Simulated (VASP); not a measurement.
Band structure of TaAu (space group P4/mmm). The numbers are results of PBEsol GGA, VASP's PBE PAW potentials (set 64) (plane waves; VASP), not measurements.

Unless said otherwise, spin-orbit coupling is left out, though it shifts the bands of the heavy elements here.

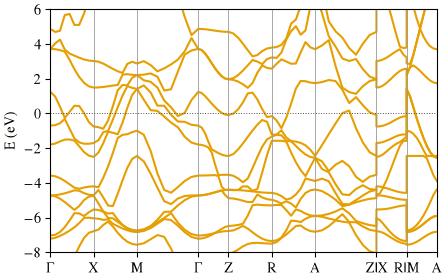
Fig. 1. Bands along high-symmetry lines, zero at the valence-band maximum or, without a gap, the Fermi level

Problem. Read the plot: is there a gap, and where are the band edges?

Solution. It has no gap at this level: it comes out as a metal or semimetal. (Edges off the drawn lines would not show.)

The structure comes from a computed database's TaAu entry (P4/mmm); how it stands against other phases isn't given here. It was relaxed first.
